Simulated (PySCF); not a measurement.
# CISD/STO-3G run of PH3F+ (SMILES F[PH3+])

Aim: the vertical singlet–triplet gap of PH3F+ at CISD/STO-3G, from 2 runs. The job is set up through a Python script.

The calculation is run with PySCF 2.14.0.

23 further runs of the same task are left out: 9 that didn't finish, 14 set aside as unsound or not needed.

**1. The molecule**

PH3F+ has 5 atoms, charge +1, and is taken as a singlet. As SMILES, `F[PH3+]`. The coordinates come from a GFN2-xTB relaxation.

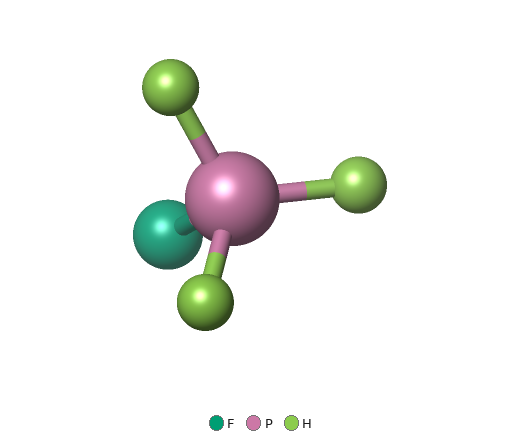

The structure, seen from a chosen angle (fluorine teal, phosphorus pink, hydrogen green).

**2. A single-point energy at CISD/STO-3G**

Contents of calc.py:

```python
from pyscf import gto, scf, ci

mol = gto.M(
    atom='''
F     -2.580402     0.473187     0.644586
P      0.231662    -0.042292    -0.057977
H      0.072150    -0.809974    -2.549940
H      0.918653    -1.905392     1.640528
H      1.357938     2.284471     0.322822
''',
    max_memory=1860,
    charge=1,
    spin=0,
    verbose=4,
    unit='bohr',
    basis='sto-3g',
)

hf = scf.RHF(mol)
hf.conv_tol = 1e-10
hf.kernel()
if not hf.converged:
    hf = hf.newton().run(hf.mo_coeff, hf.mo_occ)

cisd = ci.CISD(hf, frozen=6)
cisd.kernel()
e_tot = cisd.e_tot
print('E = %.10f Eh' % e_tot)
```

Command:

```console
$ OMP_NUM_THREADS=1 python calc.py
```

The program printed:

```text
PySCF version 2.14.0

[INPUT] num. atoms = 5
[INPUT] num. electrons = 26
[INPUT] charge = 1
[INPUT] spin (= nelec alpha-beta = 2S) = 0
[INPUT] symmetry False subgroup None
[INPUT] Mole.unit = bohr
[INPUT] Symbol           X                Y                Z      unit          X                Y                Z       unit  Magmom
[INPUT]  1 F     -1.365489933412   0.250399776904   0.341100221678 AA   -2.580402000000   0.473187000000   0.644586000000 Bohr   0.0
[INPUT]  2 P      0.122590251036  -0.022379962604  -0.030680107158 AA    0.231662000000  -0.042292000000  -0.057977000000 Bohr   0.0
[INPUT]  3 H      0.038180135768  -0.428619782238  -1.349370137213 AA    0.072150000000  -0.809974000000  -2.549940000000 Bohr   0.0
[INPUT]  4 H      0.486130232343  -1.008290024269   0.868130031476 AA    0.918653000000  -1.905392000000   1.640528000000 Bohr   0.0
[INPUT]  5 H      0.718589843442   1.208889992208   0.170830045584 AA    1.357938000000   2.284471000000   0.322822000000 Bohr   0.0

nuclear repulsion = 69.9709102249285
number of shells = 11
number of NR pGTOs = 51
number of NR cGTOs = 17
basis = sto-3g
ecp = {}

******** <class 'pyscf.scf.hf.RHF'> ********
method = RHF
initial guess = minao
damping factor = 0
level_shift factor = 0
DIIS = <class 'pyscf.scf.diis.CDIIS'>
diis_start_cycle = 1
diis_space = 8
diis_damp = 0
SCF conv_tol = 1e-10
SCF conv_tol_grad = None
SCF max_cycles = 50
direct_scf = True
direct_scf_tol = 1e-13
Set gradient conv threshold to 1e-05
Initial guess from minao.
init E= -436.555509791602
  HOMO = -0.463572818275351  LUMO = 0.22829784559892  gap/eV = 18.82676
cycle= 1 E= -436.365511481727  delta_E= 0.19  |g|= 0.392  |ddm|= 2.33
  HOMO = -0.614913183645756  LUMO = 0.0146779752660725  gap/eV = 17.13205
cycle= 2 E= -436.442227714227  delta_E= -0.0767  |g|= 0.0859  |ddm|= 0.843
  HOMO = -0.732453084028634  LUMO = 0.0608329571106446  gap/eV = 21.58641
cycle= 3 E= -436.445280439072  delta_E= -0.00305  |g|= 0.0238  |ddm|= 0.145
  HOMO = -0.740183892996058  LUMO = 0.0652741059136966  gap/eV = 21.91763
cycle= 4 E= -436.445728325146  delta_E= -0.000448  |g|= 0.00248  |ddm|= 0.0785
  HOMO = -0.741857754185455  LUMO = 0.0646300593275822  gap/eV = 21.94565
cycle= 5 E= -436.445732414561  delta_E= -4.09e-06  |g|= 0.000295  |ddm|= 0.00716
  HOMO = -0.741750942742861  LUMO = 0.0647188482115389  gap/eV = 21.94516
cycle= 6 E= -436.445732459979  delta_E= -4.54e-08  |g|= 2.93e-05  |ddm|= 0.000644
  HOMO = -0.741771757188435  LUMO = 0.0647114289521263  gap/eV = 21.94553
cycle= 7 E= -436.445732460444  delta_E= -4.66e-10  |g|= 2.54e-06  |ddm|= 6.57e-05
  HOMO = -0.741771853099105  LUMO = 0.064711519643579  gap/eV = 21.94553
cycle= 8 E= -436.445732460449  delta_E= -4.38e-12  |g|= 1.16e-07  |ddm|= 7.21e-06
  HOMO = -0.741771874642979  LUMO = 0.0647115075400482  gap/eV = 21.94553
Extra cycle  E= -436.445732460449  delta_E= -5.68e-14  |g|= 3e-08  |ddm|= 2.39e-07
converged SCF energy = -436.445732460449

******** <class 'pyscf.ci.cisd.RCISD'> ********
CISD nocc = 7, nmo = 11
frozen orbitals 6
max_cycle = 50
direct = 0
conv_tol = 1e-09
max_cycle = 50
max_space = 12
lindep = 0
nroots = 1
Init t2, MP2 energy = -0.0610764030140796
RCISD converged
E(RCISD) = -436.5296378028184  E_corr = -0.08390534236967991
E = -436.5296378028 Eh
```

Wall time 0.68 s (1 thread of Arm Neoverse V1, shared host); peak memory 0.1 GiB.

**3. The triplet**

Contents of calc.py:

```python
from pyscf import gto, ci

system = gto.Mole()
system.atom = [
    ('F', (-1.365490, 0.250400, 0.341100)),
    ('P', (0.122590, -0.022380, -0.030680)),
    ('H', (0.038180, -0.428620, -1.349370)),
    ('H', (0.486130, -1.008290, 0.868130)),
    ('H', (0.718590, 1.208890, 0.170830)),
]
system.charge = 1
system.basis = 'sto-3g'
system.verbose = 4
system.spin = 2
system.max_memory = 1860
system.build()

myscf = system.UHF()
myscf.conv_tol = 1e-10
myscf.kernel()
if not myscf.converged:
    myscf = myscf.newton().run(myscf.mo_coeff, myscf.mo_occ)

cisd = ci.CISD(myscf, frozen=6)
cisd.kernel()
etot = cisd.e_tot
print('E = %.10f Eh' % etot)
```

Command:

```console
$ OMP_NUM_THREADS=1 python calc.py
```

The program printed:

```text
PySCF version 2.14.0

[INPUT] num. atoms = 5
[INPUT] num. electrons = 26
[INPUT] charge = 1
[INPUT] spin (= nelec alpha-beta = 2S) = 2
[INPUT] symmetry False subgroup None
[INPUT] Mole.unit = angstrom
[INPUT] Symbol           X                Y                Z      unit          X                Y                Z       unit  Magmom
[INPUT]  1 F     -1.365490000000   0.250400000000   0.341100000000 AA   -2.580402125832   0.473187421591   0.644585581089 Bohr   0.0
[INPUT]  2 P      0.122590000000  -0.022380000000  -0.030680000000 AA    0.231661525610  -0.042292070668  -0.057976797502 Bohr   0.0
[INPUT]  3 H      0.038180000000  -0.428620000000  -1.349370000000 AA    0.072149743436  -0.809974411511  -2.549939740704 Bohr   0.0
[INPUT]  4 H      0.486130000000  -1.008290000000   0.868130000000 AA    0.918652560935  -1.905391954138   1.640527940519 Bohr   0.0
[INPUT]  5 H      0.718590000000   1.208890000000   0.170830000000 AA    1.357938295851   2.284471014725   0.322821913859 Bohr   0.0

nuclear repulsion = 69.9709160987918
number of shells = 11
number of NR pGTOs = 51
number of NR cGTOs = 17
basis = sto-3g
ecp = {}

******** <class 'pyscf.scf.uhf.UHF'> ********
method = UHF
initial guess = minao
damping factor = 0
level_shift factor = 0
DIIS = <class 'pyscf.scf.diis.CDIIS'>
diis_start_cycle = 1
diis_space = 8
diis_damp = 0
SCF conv_tol = 1e-10
SCF conv_tol_grad = None
SCF max_cycles = 50
direct_scf = True
direct_scf_tol = 1e-13
number electrons alpha = 14  beta = 12
Set gradient conv threshold to 1e-05
init E= -436.555510138803
[... the frontier-level lines of each cycle are left out ...]



cycle= 1 E= -435.912007287812  delta_E= 0.644  |g|= 0.277  |ddm|=  2.2
cycle= 2 E= -436.047472777949  delta_E= -0.135  |g|= 0.243  |ddm|= 0.99
cycle= 3 E= -436.097832373145  delta_E= -0.0504  |g|= 0.123  |ddm|= 0.423
cycle= 4 E= -436.137930437812  delta_E= -0.0401  |g|= 0.069  |ddm|= 0.476
cycle= 5 E= -436.155527485438  delta_E= -0.0176  |g|= 0.0266  |ddm|= 0.491
cycle= 6 E= -436.157783980702  delta_E= -0.00226  |g|= 0.00993  |ddm|= 0.224
cycle= 7 E= -436.158080762885  delta_E= -0.000297  |g|= 0.00218  |ddm|= 0.129
cycle= 8 E= -436.158089857426  delta_E= -9.09e-06  |g|= 0.000767  |ddm|= 0.0219
cycle= 9 E= -436.158091522597  delta_E= -1.67e-06  |g|= 0.000312  |ddm|= 0.00588
cycle= 10 E= -436.158091836806  delta_E= -3.14e-07  |g|= 0.000216  |ddm|= 0.002
cycle= 11 E= -436.158092076811  delta_E= -2.4e-07  |g|= 0.00014  |ddm|= 0.00165
cycle= 12 E= -436.158092228737  delta_E= -1.52e-07  |g|= 6.05e-05  |ddm|= 0.00136
cycle= 13 E= -436.158092248648  delta_E= -1.99e-08  |g|= 2.14e-05  |ddm|= 0.00052
cycle= 14 E= -436.158092250684  delta_E= -2.04e-09  |g|= 4.36e-06  |ddm|= 0.000217
cycle= 15 E= -436.158092250728  delta_E= -4.45e-11  |g|= 2.7e-06  |ddm|= 1.81e-05
Extra cycle  E= -436.158092250743  delta_E= -1.48e-11  |g|= 2.22e-06  |ddm|= 6.67e-06
converged SCF energy = -436.158092250743  <S^2> = 2.0127532  2S+1 = 3.0084901

******** <class 'pyscf.ci.ucisd.UCISD'> ********
CISD nocc = (np.int64(8), np.int64(6)), nmo = (11, 11)
frozen orbitals 6
max_cycle = 50
direct = 0
conv_tol = 1e-09
max_cycle = 50
max_space = 12
lindep = 0
nroots = 1
Init t2, MP2 energy = -0.0383151806607931
UCISD converged
E(UCISD) = -436.2168687928307  E_corr = -0.05877654208781637
E = -436.2168687928 Eh
```

It took 0.89 s on 1 thread of Arm Neoverse V1, shared host; peak memory 0.12 GiB.

**4. What came out**

At CISD/STO-3G, 6 core orbitals frozen:

```
                                                           quantity          value
                                              singlet: total energy  -436.52964 Eh
                       singlet: HOMO energy (Hartree–Fock orbitals)      -20.18 eV
                       singlet: LUMO energy (Hartree–Fock orbitals)        1.76 eV
                     singlet: HOMO–LUMO gap (Hartree–Fock orbitals)       21.95 eV
               singlet: correlation energy (6 core orbitals frozen)      -83.9 mEh
                                              triplet: total energy  -436.21687 Eh
triplet: HOMO energy (Hartree–Fock orbitals) (highest over α and β)      -10.37 eV
 triplet: LUMO energy (Hartree–Fock orbitals) (lowest over α and β)       -3.14 eV
               triplet: correlation energy (6 core orbitals frozen)      -58.8 mEh
                         triplet: ⟨S²⟩ of the reference determinant          2.013
                   vertical energy of the triplet above the singlet       8.511 eV
```

**Reading.** At this shape the triplet lies 8.51 eV (821 kJ/mol) above the singlet. In a minimal basis such a difference can be off by several eV, whatever the method. Mulliken charges (triplet) of the mean-field density run from +0.06 on H3 to +0.56 on P2.
